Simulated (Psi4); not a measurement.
**OMP2/aug-cc-pVDZ (density fitting for correlation) run of BF3 (SMILES FB(F)F)**

What is the energy change on altering one bond length of BF3 at OMP2/aug-cc-pVDZ (density fitting for correlation)? 

The results are computed with Psi4 1.11.

## (1) The system as given

The species is BF3 (4 atoms), meant as a singlet with charge 0. As SMILES, `FB(F)F`. Geometry: relaxed at GFN2-xTB.

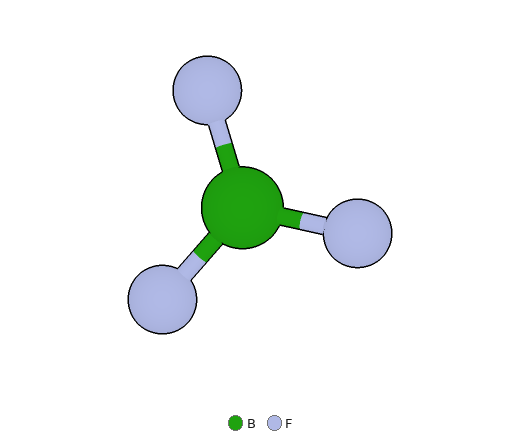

The structure, seen from a chosen angle (boron green, fluorine light blue).

## (2) A single-point energy at OMP2/aug-cc-pVDZ (density fitting for correlation)

Input file input.dat:

```
memory 1600 mb

molecule {
  0 1
  B      0.000110     0.000040    -0.000210
  F      1.300290    -0.027650     0.013460
  F     -0.626240     1.139760    -0.017260
  F     -0.674160    -1.112140     0.004010
  symmetry c1
  no_reorient
  no_com
}

set puream true
set e_convergence 1e-09
set d_convergence 1e-08
set scf_type pk
set num_frozen_docc 4

energy_value, wavefunction = energy("omp2/aug-cc-pVDZ", return_wfn=True)
print_variables()
```

Run with:

```console
$ psi4 input.dat output.dat -n 1
```

output.dat:

```text
[...]
  Running in c1 symmetry.
[...]
  Nuclear repulsion =  112.011173961466355
[...]
  Multiplicity = 1
[...]
  Nalpha       = 16
  Nbeta        = 16
[...]
    Number of basis functions: 92
[...]
   @RHF iter   1:  -323.14817387474920   -9.00617e-01   5.18528e-03 ADIIS/DIIS
[...]
   @RHF iter  10:  -323.22243053127875   -1.13687e-12   3.72879e-09 DIIS
[...]
    Orbital Energies [Eh]
    ---------------------
    Doubly Occupied:
       1A    -26.352695     2A    -26.352654     3A    -26.352630
       4A     -7.800024     5A     -1.699936     6A     -1.655141
       7A     -1.655073     8A     -0.866766     9A     -0.822029
      10A     -0.821991    11A     -0.769018    12A     -0.703511
      13A     -0.703488    14A     -0.689029    15A     -0.688982
      16A     -0.664350
[...]
  @RHF Final Energy:  -323.22243053127875
   => Energetics <=
    Nuclear Repulsion Energy =            112.0111739614663549
    One-Electron Energy =                -673.2725764942122169
    Two-Electron Energy =                 238.0389720014670445
    Total Energy =                       -323.2224305312787465
[...]
 Multipole Moments:
 ------------------------------------------------------------------------------------
     Multipole            Electronic (a.u.)      Nuclear  (a.u.)        Total (a.u.)
 ------------------------------------------------------------------------------------
 L = 1.  Multiply by 2.5417464519 to convert [e a0] to [Debye]
 Dipole X            :          0.0012708           -0.0008315            0.0004393
 Dipole Y            :          0.0002723           -0.0001323            0.0001400
 Dipole Z            :         -0.0021926            0.0015874           -0.0006053
 Magnitude           :                                                    0.0007609
[...]
	Warning: cc_lambda option is changed to TRUE
	For this residual convergence, default PCG convergence is:     1.00e-07
[...]
	DF-MP2 Total Energy (a.u.)         :  -323.90267041947237
[...]
	DF-MP2 Total Energy (a.u.)         :  -323.91112934262702
[...]
	DF-OMP2 Total Energy (a.u.)        :  -323.91112934259922
[...]
```

Wall time 17 s (1 thread of AMD EPYC 7R43 (Zen 3), shared host); peak memory 0.33 GiB.

## (3) The distorted shape

Input file job.json:

```json
{
  "schema_name": "qcschema_input",
  "schema_version": 1,
  "molecule": {
    "schema_name": "qcschema_molecule",
    "schema_version": 2,
    "symbols": ["B", "F", "F", "F"],
    "geometry": [0.17775898, -0.32299955, 0.00443708, 2.63474309, -0.37532606, 0.03026963, -1.18342209, 2.15383425, -0.03261667, -1.09642666, -2.42471515, 0.01241172],
    "molecular_charge": 0,
    "molecular_multiplicity": 1,
    "fix_symmetry": "c1"
  },
  "driver": "energy",
  "model": {
    "method": "omp2",
    "basis": "aug-cc-pVDZ"
  },
  "keywords": {
    "puream": true,
    "e_convergence": 1e-09,
    "d_convergence": 1e-08,
    "scf_type": "pk",
    "num_frozen_docc": 4
  }
}
```

Run with:

```console
$ psi4 --qcschema job.json -n 1 --memory 1600MB
```

stdout:

```text
[...]
  Running in c1 symmetry.
[...]
  Nuclear repulsion =  106.939110238108938
[...]
  Multiplicity = 1
[...]
  Nalpha       = 16
  Nbeta        = 16
[...]
    Number of basis functions: 92
[...]
   @RHF iter   1:  -323.11499505813038   -1.08259e+00   5.40003e-03 DIIS/ADIIS
[...]
   @RHF iter  11:  -323.20084283056292   -8.52651e-13   1.98322e-09 DIIS
[...]
    Orbital Energies [Eh]
    ---------------------
    Doubly Occupied:
       1A    -26.373711     2A    -26.373653     3A    -26.326776
       4A     -7.835511     5A     -1.705209     6A     -1.672644
       7A     -1.589943     8A     -0.873314     9A     -0.821341
      10A     -0.793559    11A     -0.767354    12A     -0.705248
      13A     -0.702705    14A     -0.684246    15A     -0.656535
      16A     -0.650880
[...]
  @RHF Final Energy:  -323.20084283056292
   => Energetics <=
    Nuclear Repulsion Energy =            106.9391102381089382
    One-Electron Energy =                -663.2146509638291718
    Two-Electron Energy =                 233.0746978951573283
    Total Energy =                       -323.2008428305629195
[...]
 Multipole Moments:
 ------------------------------------------------------------------------------------
     Multipole            Electronic (a.u.)      Nuclear  (a.u.)        Total (a.u.)
 ------------------------------------------------------------------------------------
 L = 1.  Multiply by 2.5417464519 to convert [e a0] to [Debye]
 Dipole X            :          0.1870126           -0.0107330            0.1762796
 Dipole Y            :         -0.3393122            0.0194219           -0.3198903
 Dipole Z            :          0.0044084           -0.0001953            0.0042130
 Magnitude           :                                                    0.3652699
[...]
	Warning: cc_lambda option is changed to TRUE
	For this residual convergence, default PCG convergence is:     1.00e-07
[...]
	DF-MP2 Total Energy (a.u.)         :  -323.89099920382915
[...]
	DF-MP2 Total Energy (a.u.)         :  -323.90083493046393
[...]
	DF-OMP2 Total Energy (a.u.)        :  -323.90083493043574
[...]
```

The result, in JSON:

```text
{
 "driver": "energy",
 "model": {
  "method": "omp2",
  "basis": "aug-cc-pVDZ"
 },
 "success": true,
 "return_result": -323.90083493043574,
 "properties": {
  "calcinfo_nbasis": 92,
  "calcinfo_nmo": 92,
  "calcinfo_nalpha": 16,
  "calcinfo_nbeta": 16,
  "calcinfo_natom": 4,
  "nuclear_repulsion_energy": 106.93911023810894,
  "return_energy": -323.90083493043574,
  "scf_one_electron_energy": -663.2146509638292,
  "scf_two_electron_energy": 233.07469789515733,
  "scf_dipole_moment": [0.17627962879993753, -0.31989032103545556, 0.004213009774352253],
  "scf_total_energy": -323.2008428305629,
  "scf_iterations": 11,
  "mp2_singles_energy": 0.0,
  "mp2_doubles_energy": -0.6901563732662261,
  "mp2_correlation_energy": -0.6901563732662339,
  "mp2_total_energy": -323.89099920382915
 }
}
```

It took 22 s on 1 thread of AMD EPYC 7R43 (Zen 3), shared host; peak memory 0.34 GiB.

## (4) Outcome

At OMP2/aug-cc-pVDZ (density fitting for correlation), 4 core orbitals frozen:

```
                                                         quantity          value
                                        first shape: total energy  -323.91113 Eh
                 first shape: HOMO energy (Hartree–Fock orbitals)      -18.08 eV
                 first shape: LUMO energy (Hartree–Fock orbitals)        1.33 eV
               first shape: HOMO–LUMO gap (Hartree–Fock orbitals)       19.41 eV
         first shape: correlation energy (4 core orbitals frozen)     -688.7 mEh
                                    distorted shape: total energy  -323.90083 Eh
             distorted shape: HOMO energy (Hartree–Fock orbitals)      -17.71 eV
             distorted shape: LUMO energy (Hartree–Fock orbitals)        1.25 eV
           distorted shape: HOMO–LUMO gap (Hartree–Fock orbitals)       18.96 eV
     distorted shape: correlation energy (4 core orbitals frozen)     -700.0 mEh
energy change with the B1–F3 bond stretched from 1.301 to 1.496 Å       0.280 eV
```

With the B1–F3 bond stretched from 1.301 to 1.496 Å the energy rises by 0.28 eV (27.0 kJ/mol). The first shape isn't relaxed at this level, so the change isn't measured from a minimum.
